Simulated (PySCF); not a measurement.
# C2H10BFSi3: what the fields show

```tsv
atom	x (Å)	y (Å)	z (Å)
F	-1.4253	-0.0786	1.8965
Si	-2.3014	-0.5939	0.6084
B	-1.2855	-0.1797	-1.0089
C	0.2383	-0.2185	-1.0330
C	1.0680	-1.0315	-0.0113
Si	2.0905	0.3391	0.8640
Si	0.6649	1.6355	-0.4373
H	-3.5690	0.1018	0.8695
H	-2.5356	-2.0029	0.9614
H	-1.8275	0.2086	-1.9816
H	0.6873	-0.3043	-2.0249
H	0.4189	-1.5524	0.6922
H	1.6556	-1.8015	-0.5119
H	2.0039	0.3467	2.3260
H	3.5210	0.3151	0.5155
H	1.0423	2.4559	-1.6015
H	-0.4533	2.3727	0.1659
```

Geometry: GFN2-xTB.

Method: PBE0/pcSseg-1, SCF density, gas phase, non-relativistic in PySCF 2.14.0.

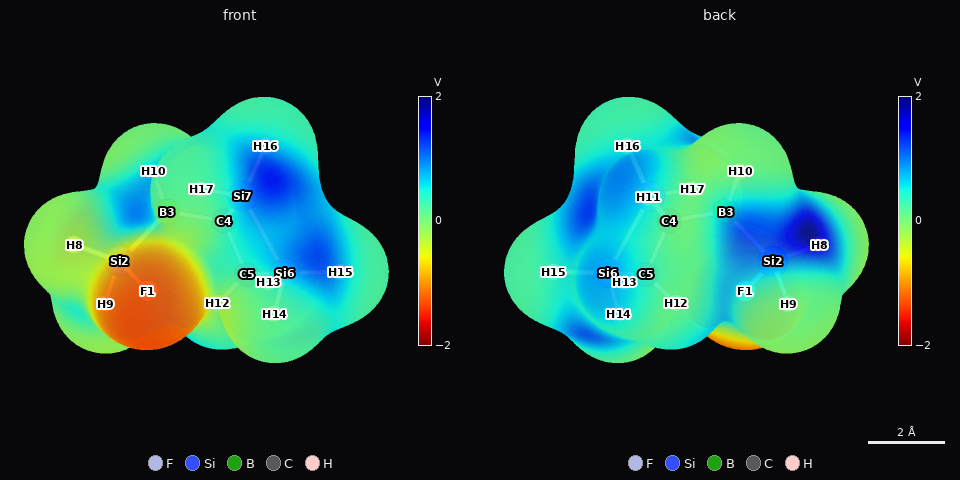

Figure 1. The electrostatic potential painted on the density surface at 0.002 e/bohr³, seen from the front and from behind; the colour scale runs from red (negative) to blue (positive).

### Where is the surface potential most negative and most positive?

The most negative region (about −1.3 V, or −30 kcal/mol for a unit charge) lies over F1, the most positive (about +1.8 V, or +42 kcal/mol for a unit charge) over Si2.

### What dipole moment does the calculation give?

Its dipole moment is 2.12 D.

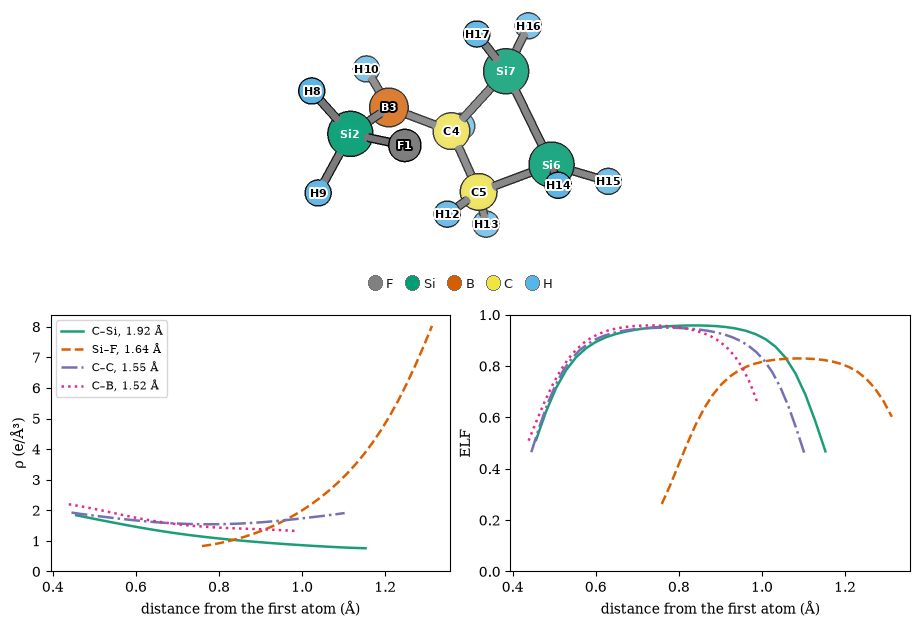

Figure 2. Electron density and ELF along straight lines between neighbouring atoms. The curves leave out the atomic cores. The structure is drawn too.

### What can be read from the curves?

C–Si (1.92 Å): ρ is about 0.89 e/Å³ halfway; the ELF peaks at about 0.95 between the atoms (localised, covalent bonding).
Si–F (1.64 Å): ρ at the midpoint is about 0.98 e/Å³; the ELF peaks at about 0.85 in the valence shell of F, 0.6 Å from its nucleus, and is about 0.50 at the midpoint.
C–C (1.55 Å): ρ at the midpoint is about 1.5 e/Å³; the ELF peaks at about 0.95 between the atoms (a covalent bond).
C–B (1.52 Å): ρ at the midpoint is about 1.5 e/Å³; the ELF peaks at about 0.95 between the atoms; a covalent bond.
